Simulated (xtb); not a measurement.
# Frequency calculation of InN$_{2}$H$_{5}$S (part 1 of 2)

The run: frequency calculation of InN$_{2}$H$_{5}$S, SMILES [NH2][In]([NH2])[SH]. Method and program: GFN1-xTB, ALPB solvent thf (xtb 6.7.1 later snapshot).

The geometry was optimised with GFN1-xTB/ALPB(thf).

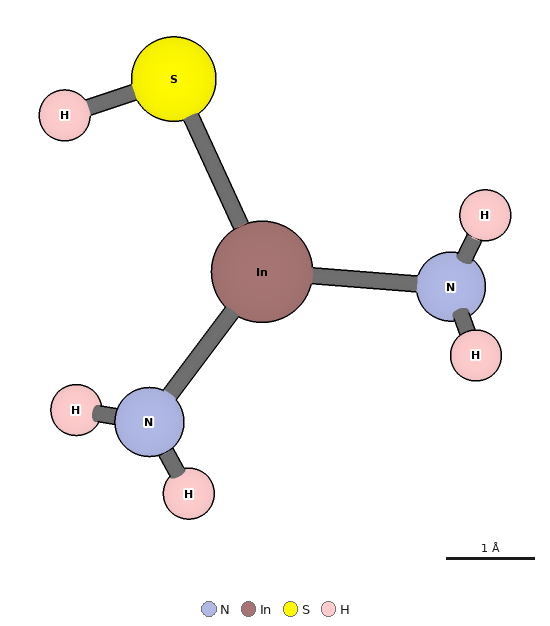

The structure as given in the input (ball-and-stick view, seen on its broad side). Sticks mark near contacts. Bond lengths as drawn: H–N 1.01 Å, H–S 1.32 Å, In–N 2.18 Å and In–S 2.47 Å.

## Summary

| quantity | value |
| --- | --- |
| outcome | converged |
| electrons treated | 24 |
| total energy | −14.339284 hartree |
| dispersion energy | −0.002633 hartree |
| solvation energy | −0.022797 hartree |
| basis functions | 38 |
| HOMO | −10.05 eV |
| LUMO | −7.05 eV |
| zero-point energy | 0.055966 hartree |
| dipole moment | 1.85 D |
| wavenumbers, lowest and highest | 36 and 3483 cm⁻¹ |
| hardware | 1 thread of Arm Neoverse V1, 24 GiB of memory available, shared host |
| peak memory | 0.072 GiB |

## The input (mol.coord)
```
$coord
     -1.573952889201      2.683108740789      1.999764876863  n
      0.415437391238     -0.188235619274     -0.195548859376  in
     -1.294726957026     -3.802072270963     -1.149784963267  n
      4.681267350445      0.728886263529     -1.836322464344  s
     -3.446482506092      2.520289937891      1.652678879553  h
     -1.052634143200      4.386470075004      1.306915690530  h
      0.064647530723     -5.141699120711     -1.033415628513  h
     -2.585542180974     -4.241017855191      0.189199379598  h
      4.791929712304      3.054288746188     -0.933524705565  h
$end
```

Launched with:
```bash
xtb mol.coord --hess --gfn1 --alpb thf --chrg 0 > mol.out
```

## What the program printed
```
* xtb version 6.7.1
   ID    Z sym.   atoms
    1    7 n      1, 3
    2   49 in     2
    3   16 s      4
    4    1 h      5-9

           -------------------------------------------------
          |                Calculation Setup                |
           -------------------------------------------------

          program call               : xtb mol.coord --hess --gfn1 --alpb thf --chrg 0
          coordinate file            : mol.coord
          omp threads                :                     1

########################################################################
[WARNING] Please study the warnings concerning your input carefully
-1- prog_main_parseArguments: The use of '--gfn1' is discouraged, please use '--gfn 1' next time
########################################################################

           -------------------------------------------------
          |                 G F N 1 - x T B                 |
           -------------------------------------------------

      * Hamiltonian:
        H0-scaling (s, p, d)           1.850000    2.250000    2.000000
        zeta-weighting                 0.000000
      * Dispersion:
        s8                             2.400000
        a1                             0.630000
        a2                             5.000000
        s9                             0.000000
      * Repulsion:
        kExp                           1.500000
        rExp                           1.000000
      * Coulomb:
        alpha                          2.000000
        third order                    atomic
        anisotropic                    false
      * Halogen bond correction:
        rad-scale                      1.300000
        damping                        0.440000

      * Solvation model:               ALPB
        Solvent                        thf
        Parameter file                 internal GFN1-xTB/ALPB
        Dielectric constant                7.6000E+00
        Reference state                gsolv [1 M gas/solution]
        Free energy shift                  6.2343E-03 Eh       3.9121E+00 kcal/mol
        Temperature                        2.9815E+02 K
        Density                            8.8300E-01 kg/L
        Solvent mass                       7.2106E+01 g/mol
        Interaction kernel             P16
        Born radius scaling (c1)           1.7918E+00
        Born radii integrator          GBOBC
        Born offset                        0.0000E+00 a0       0.0000E+00 AA
        H-bond correction              true
        Ion screening                  false
        Surface tension                    1.0000E-05 Eh       1.5569E+01 dyn/cm
        Grid points                               230 per atom

          ...................................................
          :                      SETUP                      :
          :.................................................:
          :  # basis functions                  38          :
          :  # atomic orbitals                  36          :
          :  # shells                           20          :
          :  # electrons                        24          :
          :  # halogen bonds                     0          :
          :  max. iterations                   250          :
          :  Hamiltonian                  GFN1-xTB          :
          :  restarted?                      false          :
          :  GBSA solvation                   true          :
          :  PC potential                    false          :
          :  electronic temp.          300.0000000     K    :
          :  accuracy                    1.0000000          :
          :  -> integral cutoff          0.2500000E+02      :
          :  -> integral neglect         0.1000000E-07      :
          :  -> SCF convergence          0.1000000E-05 Eh   :
          :  -> wf. convergence          0.2000000E-04 e    :
          :  Broyden damping             0.4000000          :
          :  net charge                          0          :
          :  unpaired electrons                  0          :
          ...................................................

 iter      E             dE          RMSdq      gap      omega  full diag
   1    -14.4138180 -0.144138E+02  0.478E+00    2.90       0.0  T
   2    -14.4299605 -0.161425E-01  0.302E+00    2.98       1.0  T
   3    -14.4298371  0.123364E-03  0.645E-01    3.04       1.0  T
   4    -14.4299802 -0.143031E-03  0.965E-02    2.98       1.0  T
   5    -14.4300669 -0.867420E-04  0.166E-02    3.00       2.0  T
   6    -14.4300673 -0.384285E-06  0.399E-03    3.00       8.3  T
   7    -14.4300674 -0.101956E-06  0.937E-04    3.00      35.6  T
   8    -14.4300674 -0.527269E-08  0.556E-05    3.00     600.0  T
   9    -14.4300674 -0.627409E-11  0.178E-05    3.00    1870.3  T

   *** convergence criteria satisfied after 9 iterations ***

         #    Occupation            Energy/Eh            Energy/eV
      -------------------------------------------------------------
         1        2.0000           -0.8260886             -22.4790
       ...           ...                  ...                  ...
         6        2.0000           -0.4990200             -13.5790
         7        2.0000           -0.4932881             -13.4231
         8        2.0000           -0.4305983             -11.7172
         9        2.0000           -0.4152998             -11.3009
        10        2.0000           -0.3908110             -10.6345
        11        2.0000           -0.3816162             -10.3843
        12        2.0000           -0.3692486             -10.0478 (HOMO)
        13                         -0.2590013              -7.0478 (LUMO)
        14                         -0.1316040              -3.5811
        15                         -0.1249343              -3.3996
        16                         -0.1181239              -3.2143
        17                         -0.1047503              -2.8504
       ...                                ...                  ...
        36                          0.5967828              16.2393
      -------------------------------------------------------------
                  HL-Gap            0.1102473 Eh            3.0000 eV
             Fermi-level           -0.3141249 Eh           -8.5478 eV

 SCC (total)                   0 d,  0 h,  0 min,  0.007 sec
 SCC setup                      ...        0 min,  0.000 sec (  3.515%)
 Dispersion                     ...        0 min,  0.000 sec (  0.375%)
 classical contributions        ...        0 min,  0.000 sec (  0.127%)
 integral evaluation            ...        0 min,  0.002 sec ( 22.072%)
 iterations                     ...        0 min,  0.003 sec ( 35.411%)
 molecular gradient             ...        0 min,  0.003 sec ( 37.012%)
 printout                       ...        0 min,  0.000 sec (  1.279%)

         :::::::::::::::::::::::::::::::::::::::::::::::::::::
         ::                     SUMMARY                     ::
         :::::::::::::::::::::::::::::::::::::::::::::::::::::
         :: total energy             -14.339283682854 Eh    ::
         :: w/o Gsasa/hb/shift       -14.320246391582 Eh    ::
         :: gradient norm              0.000137143651 Eh/a0 ::
         :: HOMO-LUMO gap              2.999980830706 eV    ::
         ::.................................................::
         :: SCC energy               -14.430067383982 Eh    ::
         :: -> electrostatic           0.059573563529 Eh    ::
         :: -> Gsolv                  -0.022797072999 Eh    ::
         ::    -> Gelec               -0.003759781727 Eh    ::
         ::    -> Gsasa               -0.014757531846 Eh    ::
         ::    -> Ghb                 -0.010514046843 Eh    ::
         ::    -> Gshift               0.006234287418 Eh    ::
         :: repulsion energy           0.093416684991 Eh    ::
         :: dispersion energy         -0.002632983863 Eh    ::
         :: halogen bond corr.         0.000000000000 Eh    ::
         :: add. restraining           0.000000000000 Eh    ::
         :: total charge              -0.000000000000 e     ::
         :::::::::::::::::::::::::::::::::::::::::::::::::::::

           -------------------------------------------------
          |                Numerical Hessian                |
           -------------------------------------------------
step length          :   0.00500
SCC accuracy         :   0.30000
Hessian scale factor :   1.00000
frozen atoms in %    :   0.00000    0
RMS gradient         :   0.00014
estimated CPU  time      0.01 min

writing file <hessian>, containing the non-mass-weighted Hessian matrix in atomic units (Eₕ/Bohr²).

 projected vibrational frequencies (cm⁻¹)
eigval :       -0.00    -0.00    -0.00     0.00     0.00     0.00
eigval :       36.17    71.91    97.75   130.66   138.04   149.81
eigval :      285.45   379.90   414.95   604.06   671.85   690.91
eigval :      728.64   748.53  1501.14  1504.09  2630.01  3408.41
eigval :     3410.94  3480.64  3482.51
           -------------------------------------------------
          |                Property Printout                |
           -------------------------------------------------

    * Orbital Energies and Occupations
```
